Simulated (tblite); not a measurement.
# C7H10OSi2: geometry relaxation (part 1 of 2)

C7H10OSi2, SMILES C=C1[SiH2]C([SiH3])=C(C=O)C1=C, computed with GFN2-xTB geometry optimisation, gas phase (tblite 0.8.0).

It belongs to a series of runs on one base structure; here: SiH2 inserted into a C-C bond.

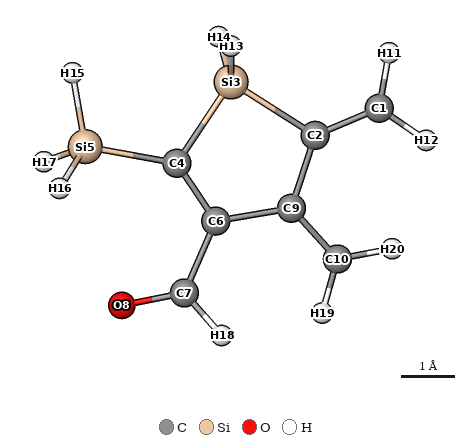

The starting structure (ball-and-stick view, seen at a tilt; atoms are numbered from 1 in the order of the input).

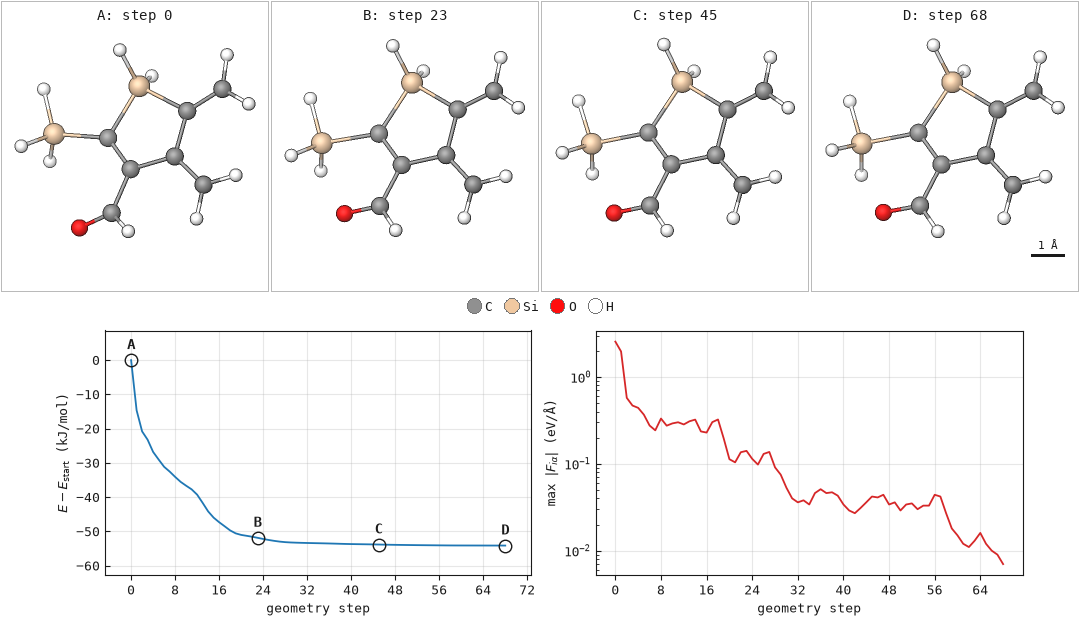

Frames of the relaxation (ball-and-stick view, seen at a tilt) above the curves, on which the letters mark them (steps are counted from 0).

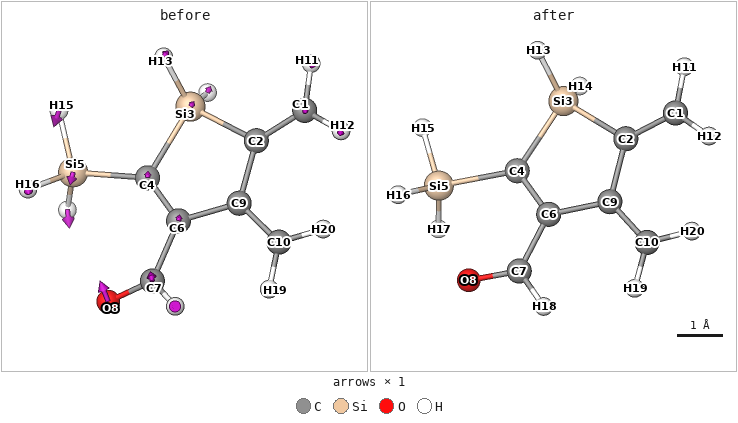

Before (left) and after (right) the relaxation, at one scale (ball-and-stick view, seen at a tilt). The pink arrows give the displacements, at true length. O8 moves most after the best rigid fit: 0.52 Å. Largest moves by element: O 0.52 Å, H 0.47 Å, Si 0.32 Å, C 0.26 Å. Among the contacts that change: C4–Si5 1.808 → 1.889 Å, C6–C7 1.502 → 1.447 Å, C2–Si3 1.920 → 1.894 Å, Si3–H13 1.486 → 1.463 Å. Among the angles that change: Si3–C4–Si5 113.0° → 129.8°, Si5–C4–C6 134.7° → 120.3°, C4–Si5–H15 111.6° → 101.8°. After 68 geometry steps the energy has fallen by 54.1 kJ/mol. The largest force component goes from 2.6 to 0.007 eV/Å. (Atoms are counted from 1 in the order of the input.)

The input and output of the run follow.

**The input**
```
{"job": {"kind": "relax", "xc": "GFN2-xTB", "basis": "xTB"}, "charge": 0, "multiplicity": 1}
C     -2.689200    -1.412700     0.022500
C     -1.488200    -0.839200    -0.041100
Si     0.170800    -1.795900     0.090000
C      1.139900    -0.195600     0.067600
Si     2.917000    -0.444400     0.284900
C      0.343000     0.883200    -0.056200
C      0.883100     2.284000    -0.032000
O      2.062400     2.578600    -0.219900
C     -1.100500     0.578100    -0.166700
C     -2.034300     1.520000    -0.432400
H     -2.825200    -2.485800     0.132100
H     -3.617300    -0.834700    -0.030800
H      0.258600    -2.519300     1.385500
H      0.400200    -2.619000    -1.126000
H      3.236100    -1.855300     0.569600
H      3.421400     0.342500     1.442900
H      3.647000    -0.086800    -0.962200
H      0.142800     3.061300     0.190800
H     -1.795400     2.570800    -0.582700
H     -3.077400     1.281000    -0.539000
```

The first line tells a small driver script what to run in tblite; the rest is the geometry in Å.

Run as:
```bash
OMP_NUM_THREADS=1 python <driver script> task.json out
```

**Output**
```
step      E/eV     max force
  0    -748.05743    2.675
  1    -748.20918    2.129
  2    -748.27295    0.797
  3    -748.29811    0.478
  4    -748.33502    0.443
  5    -748.35799    0.399
  6    -748.38003    0.339
  7    -748.39434    0.282
  8    -748.41051    0.343
  9    -748.42556    0.319
 10    -748.43724    0.300
 11    -748.44823    0.349
 12    -748.46427    0.399
 13    -748.48907    0.397
 14    -748.51494    0.380
 15    -748.53387    0.274
 16    -748.54764    0.256
 17    -748.55995    0.324
 18    -748.57249    0.358
 19    -748.58135    0.217
 20    -748.58605    0.153
 21    -748.58879    0.140
 22    -748.59156    0.164
 23    -748.59487    0.166
 24    -748.59826    0.120
 25    -748.60136    0.121
 26    -748.60404    0.131
 27    -748.60630    0.139
 28    -748.60792    0.095
 29    -748.60891    0.079
 30    -748.60954    0.059
 31    -748.61004    0.044
 32    -748.61046    0.038
 33    -748.61084    0.039
 34    -748.61119    0.040
 35    -748.61156    0.046
 36    -748.61197    0.051
 37    -748.61243    0.053
 38    -748.61293    0.047
 39    -748.61339    0.045
 40    -748.61375    0.038
 41    -748.61402    0.035
 42    -748.61426    0.031
 43    -748.61451    0.031
 44    -748.61481    0.039
 45    -748.61514    0.047
 46    -748.61549    0.047
 47    -748.61582    0.049
 48    -748.61609    0.038
 49    -748.61634    0.042
 50    -748.61657    0.036
 51    -748.61678    0.037
 52    -748.61698    0.036
 53    -748.61715    0.032
 54    -748.61731    0.033
 55    -748.61746    0.038
 56    -748.61763    0.049
 57    -748.61779    0.045
 58    -748.61792    0.028
 59    -748.61799    0.018
 60    -748.61802    0.015
 61    -748.61805    0.014
 62    -748.61808    0.014
 63    -748.61811    0.014
 64    -748.61815    0.017
 65    -748.61819    0.014
 66    -748.61822    0.011
 67    -748.61824    0.011
 68    -748.61826    0.009
```

**Trajectory as extended XYZ (Å, eV, eV/Å), 24 of the 69 frames kept, from step=0 to step=68**
```
20
Properties=species:S:1:pos:R:3:forces:R:3 step=0 energy=-748.05743
C    -2.6892   -1.4127    0.0225   -0.3600   0.5950  -0.0680
C    -1.4882   -0.8392   -0.0411    1.1580  -0.7330   0.2320
Si    0.1708   -1.7959    0.0900   -1.0420  -0.4250  -0.0860
C     1.1399   -0.1956    0.0676   -1.0570  -0.2980  -0.0630
Si    2.9170   -0.4444    0.2849    2.5540   0.7880   0.1010
C     0.3430    0.8832   -0.0562   -0.0510   0.4440   0.0720
C     0.8831    2.2840   -0.0320    1.3130  -0.6800  -0.3460
O     2.0624    2.5786   -0.2199   -1.7580  -0.7030   0.3570
C    -1.1005    0.5781   -0.1667   -1.3500   1.1550  -0.3140
C    -2.0343    1.5200   -0.4324    0.6370   0.0520   0.0260
H    -2.8252   -2.4858    0.1321    0.2120   0.4000  -0.0690
H    -3.6173   -0.8347   -0.0308    0.3140  -0.2330   0.0440
H     0.2586   -2.5193    1.3855    0.0780   0.1100  -0.4150
H     0.4002   -2.6190   -1.1260    0.0310   0.1300   0.4070
H     3.2361   -1.8553    0.5696   -0.1730   0.0370  -0.0210
H     3.4214    0.3425    1.4429   -0.1810  -0.1770  -0.3220
H     3.6470   -0.0868   -0.9622   -0.2550  -0.0930   0.3490
H     0.1428    3.0613    0.1908   -0.0740   0.0970   0.0110
H    -1.7954    2.5708   -0.5827   -0.0230  -0.3620   0.0740
H    -3.0774    1.2810   -0.5390    0.0250  -0.1030   0.0300
20
Properties=species:S:1:pos:R:3:forces:R:3 step=3 energy=-748.29811
C    -2.6827   -1.3936    0.0204   -0.1280   0.0990  -0.0010
C    -1.4681   -0.8517   -0.0337    0.1030   0.3710   0.0120
Si    0.1367   -1.8139    0.0874   -0.0440  -0.0110  -0.0010
C     1.1258   -0.2107    0.0689    0.1400  -0.1060   0.0620
Si    2.9844   -0.4156    0.2862   -0.1170   0.1430  -0.0270
C     0.3321    0.8856   -0.0542    0.0180  -0.4690   0.0500
C     0.8815    2.2573   -0.0355   -0.0850  -0.1670   0.0090
O     2.0407    2.5565   -0.2128   -0.1940  -0.4270   0.0930
C    -1.1222    0.5946   -0.1709   -0.2350   0.1330  -0.0350
C    -2.0388    1.5318   -0.4371    0.2160  -0.2050   0.0390
H    -2.8160   -2.4646    0.1287    0.1410   0.2380  -0.0430
H    -3.6096   -0.8375   -0.0296    0.1040   0.0770   0.0050
H     0.2619   -2.5165    1.3684    0.0350  -0.0770  -0.1190
H     0.4016   -2.6158   -1.1097    0.0190  -0.0820   0.1050
H     3.2290   -1.8509    0.5682   -0.0820   0.1840  -0.0380
H     3.4189    0.3420    1.4379    0.1200   0.2140   0.1950
H     3.6431   -0.0870   -0.9570    0.1590   0.1160  -0.2270
H     0.1440    3.0574    0.1892    0.0000  -0.1520  -0.0480
H    -1.7938    2.5646   -0.5804    0.0420   0.1580  -0.0070
H    -3.0736    1.2785   -0.5377   -0.2120  -0.0380  -0.0230
20
Properties=species:S:1:pos:R:3:forces:R:3 step=6 energy=-748.38003
C    -2.6760   -1.3616    0.0188   -0.1390  -0.0170   0.0180
C    -1.4653   -0.8210   -0.0277   -0.0340  -0.2000  -0.0380
Si    0.1162   -1.8199    0.0856    0.1720   0.0250   0.0100
C     1.1372   -0.2428    0.0791   -0.1890   0.1240  -0.0230
Si    3.0042   -0.3739    0.2822   -0.0600   0.1440  -0.0270
C     0.3222    0.8381   -0.0463    0.0290   0.1370   0.0330
C     0.8555    2.2062   -0.0320    0.0500  -0.0790   0.0840
O     2.0195    2.4813   -0.1970    0.2760  -0.1940   0.0310
C    -1.1326    0.6012   -0.1708    0.0610   0.0800   0.0040
C    -2.0456    1.5384   -0.4430    0.0660   0.0220   0.0280
H    -2.7902   -2.4243    0.1209    0.0050  -0.1420   0.0080
H    -3.5997   -0.8187   -0.0289   -0.1590   0.2420  -0.0110
H     0.2685   -2.5310    1.3455   -0.0260  -0.1710   0.1030
H     0.4049   -2.6304   -1.0886   -0.0270  -0.1550  -0.0820
H     3.2133   -1.8175    0.5614    0.0200   0.1950  -0.0260
H     3.4353    0.3740    1.4607    0.0230   0.0800  -0.0970
H     3.6638   -0.0687   -0.9846    0.0020   0.0940   0.0720
H     0.1412    3.0289    0.1803   -0.0890  -0.2260  -0.0590
H    -1.7893    2.5761   -0.5794   -0.0920  -0.0600  -0.0150
H    -3.0881    1.2762   -0.5393    0.1110   0.1010  -0.0120
20
Properties=species:S:1:pos:R:3:forces:R:3 step=9 energy=-748.42556
C    -2.6918   -1.3441    0.0200   -0.0070  -0.1250  -0.0030
C    -1.4705   -0.8237   -0.0303    0.0300  -0.0250  -0.0240
Si    0.1253   -1.8254    0.0863   -0.1620  -0.2750   0.0090
C     1.1283   -0.2493    0.0833    0.1290  -0.0370   0.0000
Si    3.0003   -0.3262    0.2752    0.0170   0.1610  -0.0250
C     0.3153    0.8261   -0.0369   -0.1620  -0.0230  -0.0060
C     0.8607    2.1679   -0.0206    0.2730   0.1600  -0.0340
O     2.0373    2.4050   -0.1787    0.0680   0.0370   0.1360
C    -1.1330    0.6053   -0.1687   -0.0610  -0.2740   0.0420
C    -2.0408    1.5435   -0.4423   -0.0840   0.0030   0.0060
H    -2.7778   -2.4162    0.1171   -0.2360   0.1050  -0.0030
H    -3.6107   -0.7757   -0.0295    0.1020  -0.0700   0.0250
H     0.2683   -2.5645    1.3442   -0.0440  -0.0230  -0.0560
H     0.4024   -2.6616   -1.0859   -0.0520  -0.0020   0.0510
H     3.2071   -1.7667    0.5534    0.0640   0.1010   0.0000
H     3.4493    0.4083    1.4609   -0.0450   0.0650  -0.1780
H     3.6774   -0.0409   -0.9923   -0.0840   0.1140   0.1380
H     0.1297    2.9802    0.1657    0.1700  -0.0080  -0.0510
H    -1.7984    2.5798   -0.5816    0.0200   0.0790  -0.0150
H    -3.0835    1.2889   -0.5426    0.0640   0.0370  -0.0140
20
Properties=species:S:1:pos:R:3:forces:R:3 step=12 energy=-748.46427
C    -2.7043   -1.3419    0.0199    0.0050   0.0270  -0.0220
C    -1.4757   -0.8414   -0.0355    0.0300   0.0130   0.0310
Si    0.1169   -1.8573    0.0880   -0.0080   0.1920  -0.0080
C     1.1217   -0.2606    0.0851   -0.1470  -0.2680   0.0010
Si    2.9942   -0.2685    0.2663   -0.1370  -0.1320   0.0150
C     0.3030    0.8134   -0.0296    0.2300  -0.0860  -0.0470
C     0.8910    2.1452   -0.0146   -0.1520  -0.2650  -0.0280
O     2.0764    2.3507   -0.1425   -0.0120   0.0580   0.1460
C    -1.1437    0.5869   -0.1639    0.0730   0.2130  -0.0390
C    -2.0368    1.5445   -0.4383    0.0720  -0.0210  -0.0020
H    -2.8083   -2.4057    0.1147   -0.2790  -0.1160   0.0120
H    -3.6073   -0.7489   -0.0259    0.0700  -0.1000   0.0260
H     0.2601   -2.5998    1.3397   -0.0500  -0.0340   0.0040
H     0.3916   -2.6919   -1.0805   -0.0400  -0.0310  -0.0160
H     3.2140   -1.7063    0.5467    0.0960   0.0360   0.0160
H     3.4552    0.4518    1.4361    0.0050   0.2300   0.0760
H     3.6776    0.0036   -0.9814    0.0230   0.1940  -0.1560
H     0.1477    2.9443    0.1455    0.2770   0.2840  -0.0420
H    -1.8028    2.5876   -0.5843    0.1180  -0.1410   0.0620
H    -3.0757    1.3049   -0.5486   -0.1730  -0.0520  -0.0290
20
Properties=species:S:1:pos:R:3:forces:R:3 step=15 energy=-748.53387
C    -2.7185   -1.3443    0.0168   -0.1630  -0.0120   0.0320
C    -1.4838   -0.8646   -0.0393   -0.0410   0.0580   0.0400
Si    0.0888   -1.9032    0.0899    0.1080   0.1010  -0.0150
C     1.1022   -0.3204    0.0890    0.0290   0.1530  -0.0240
Si    2.9699   -0.1792    0.2525    0.1720  -0.0800   0.0380
C     0.3047    0.7696   -0.0272    0.0290   0.0710  -0.0850
C     0.9347    2.0798   -0.0083   -0.1530   0.0060   0.1260
O     2.1340    2.2602   -0.0482   -0.1020  -0.2360   0.0090
C    -1.1497    0.5714   -0.1605    0.1050   0.0940  -0.0860
C    -2.0332    1.5402   -0.4339    0.0020  -0.0620  -0.0500
H    -2.9164   -2.3953    0.1114    0.0550  -0.1250  -0.0020
H    -3.5898   -0.7190   -0.0146   -0.2120   0.1430  -0.0180
H     0.2349   -2.6655    1.3268   -0.0670  -0.0140   0.0680
H     0.3634   -2.7475   -1.0692   -0.0400  -0.0270  -0.0840
H     3.2473   -1.5961    0.5389    0.1810  -0.1680   0.0530
H     3.4613    0.5691    1.3976   -0.1060   0.1160   0.0770
H     3.6748    0.1197   -0.9827   -0.1080   0.1410  -0.1330
H     0.2376    2.9280    0.0990    0.1140   0.1240  -0.0760
H    -1.7854    2.5829   -0.5780    0.1440  -0.2120   0.0970
H    -3.0820    1.3248   -0.5631    0.0540  -0.0700   0.0340
20
Properties=species:S:1:pos:R:3:forces:R:3 step=18 energy=-748.57249
C    -2.7387   -1.3438    0.0196    0.0010   0.0570   0.0220
C    -1.4958   -0.8678   -0.0350   -0.0840  -0.1350  -0.0150
Si    0.0885   -1.9056    0.0884   -0.0510  -0.0640  -0.0070
C     1.1063   -0.3259    0.0871    0.1530   0.0690  -0.0180
Si    2.9821   -0.1641    0.2532    0.0750   0.0330   0.0080
C     0.3063    0.7622   -0.0373   -0.1450  -0.0180   0.0520
C     0.9344    2.0625    0.0052    0.1910   0.1460  -0.0750
O     2.1409    2.2064   -0.0135    0.0350  -0.0770   0.0160
C    -1.1434    0.5672   -0.1698   -0.1520  -0.3240   0.0200
C    -2.0309    1.5285   -0.4388    0.0220  -0.0580  -0.0040
H    -2.9487   -2.4025    0.1101    0.1270   0.2150  -0.0070
H    -3.6061   -0.7002   -0.0127   -0.0200  -0.0570  -0.0110
H     0.2162   -2.6841    1.3283   -0.0500   0.0930  -0.0660
H     0.3474   -2.7647   -1.0744   -0.0460   0.0810   0.0350
H     3.2862   -1.5836    0.5440    0.1510   0.0050   0.0050
H     3.4465    0.6224    1.3949   -0.1090  -0.0650  -0.0140
H     3.6557    0.1777   -1.0004   -0.1650   0.0250   0.0490
H     0.2851    2.9484    0.0746   -0.0630   0.0100  -0.0100
H    -1.7566    2.5583   -0.5633    0.0730   0.1060  -0.0070
H    -3.0804    1.3191   -0.5633    0.0580  -0.0410   0.0270
20
Properties=species:S:1:pos:R:3:forces:R:3 step=21 energy=-748.58879
C    -2.7505   -1.3410    0.0226    0.0150   0.0230  -0.0060
C    -1.5038   -0.8822   -0.0351    0.0480   0.0260  -0.0290
Si    0.0876   -1.9062    0.0868    0.0110   0.0450  -0.0120
C     1.1135   -0.3218    0.0837   -0.0680  -0.0740   0.0130
Si    2.9914   -0.1618    0.2554   -0.0940  -0.0130   0.0090
C     0.3014    0.7612   -0.0375    0.0620  -0.0340   0.0420
C     0.9423    2.0649    0.0040   -0.0370  -0.0870  -0.0510
O     2.1510    2.1857    0.0002    0.0070   0.0340  -0.0160
C    -1.1490    0.5462   -0.1726    0.0630   0.0770   0.0330
C    -2.0253    1.5184   -0.4408    0.0300   0.0020   0.0170
H    -2.9542   -2.3944    0.1104    0.0160  -0.0130   0.0250
H    -3.6173   -0.6988   -0.0130   -0.0120  -0.0160  -0.0050
H     0.2026   -2.6813    1.3258   -0.0230   0.0540  -0.0130
H     0.3358   -2.7628   -1.0763   -0.0210   0.0440  -0.0040
H     3.3204   -1.5805    0.5472    0.1040   0.0910  -0.0250
H     3.4282    0.6367    1.3940   -0.0400  -0.0610   0.0670
H     3.6301    0.2039   -1.0040   -0.0760   0.0080  -0.0150
H     0.3025    2.9620    0.0637    0.0020  -0.0690  -0.0180
H    -1.7373    2.5498   -0.5565    0.0060  -0.0470  -0.0070
H    -3.0747    1.3127   -0.5610    0.0080   0.0110  -0.0040
20
Properties=species:S:1:pos:R:3:forces:R:3 step=24 energy=-748.59826
C    -2.7526   -1.3336    0.0233    0.0130  -0.0500  -0.0170
C    -1.5034   -0.8847   -0.0402   -0.0270   0.1120   0.0320
Si    0.0847   -1.9047    0.0837   -0.0640  -0.0690  -0.0050
C     1.1115   -0.3337    0.0857    0.0320   0.0120   0.0500
Si    2.9817   -0.1548    0.2576    0.0530   0.0510   0.0070
C     0.3041    0.7512   -0.0292    0.0190   0.0350  -0.0680
C     0.9475    2.0513   -0.0051   -0.0220  -0.0040   0.1140
O     2.1567    2.1718    0.0064   -0.0160   0.0100  -0.0680
C    -1.1444    0.5409   -0.1674    0.0410   0.0900  -0.0220
C    -2.0178    1.5132   -0.4387   -0.0230   0.0450   0.0080
H    -2.9515   -2.3853    0.1147   -0.0280  -0.1060   0.0190
H    -3.6243   -0.6991   -0.0140    0.0200   0.0320   0.0060
H     0.1902   -2.6712    1.3205   -0.0050  -0.0300   0.0940
H     0.3249   -2.7549   -1.0774    0.0100  -0.0340  -0.0970
H     3.3607   -1.5569    0.5430    0.0600  -0.0050  -0.0230
H     3.4098    0.6343    1.4062   -0.0410  -0.0450   0.0650
H     3.5995    0.2226   -1.0082   -0.0500   0.0110  -0.0240
H     0.3106    2.9507    0.0517   -0.0040  -0.0670  -0.0610
H    -1.7247    2.5420   -0.5549   -0.0020   0.0020  -0.0020
H    -3.0684    1.3116   -0.5606    0.0310   0.0090  -0.0090
20
Properties=species:S:1:pos:R:3:forces:R:3 step=27 energy=-748.60630
C    -2.7541   -1.3324    0.0222   -0.0100  -0.0270   0.0090
C    -1.5062   -0.8764   -0.0401   -0.0160  -0.0760   0.0390
Si    0.0749   -1.9100    0.0803   -0.0080  -0.0410   0.0170
C     1.1123   -0.3440    0.0940    0.0160  -0.0170   0.0210
Si    2.9802   -0.1444    0.2610    0.0650  -0.0080   0.0080
C     0.3100    0.7442   -0.0286   -0.0160  -0.0440   0.0160
C     0.9515    2.0387   -0.0018    0.0370   0.0350  -0.0270
O     2.1605    2.1607    0.0035    0.0550   0.0230   0.0000
C    -1.1371    0.5453   -0.1660   -0.0670  -0.0680  -0.0290
C    -2.0119    1.5148   -0.4359    0.0120   0.0500  -0.0120
H    -2.9504   -2.3880    0.1209   -0.0010   0.0370  -0.0120
H    -3.6276   -0.6970   -0.0142    0.0510  -0.0250   0.0090
H     0.1775   -2.6646    1.3277   -0.0090  -0.0340   0.0290
H     0.3157   -2.7509   -1.0912   -0.0030  -0.0130  -0.0260
H     3.4074   -1.5357    0.5354    0.0050  -0.0130  -0.0370
H     3.3863    0.6256    1.4287   -0.0190   0.0020   0.0640
H     3.5635    0.2416   -1.0168   -0.0010   0.0230  -0.0340
H     0.3150    2.9341    0.0332   -0.0560   0.0460  -0.0150
H    -1.7128    2.5379   -0.5540   -0.0150   0.1370  -0.0180
H    -3.0598    1.3111   -0.5612   -0.0190   0.0140  -0.0030
```
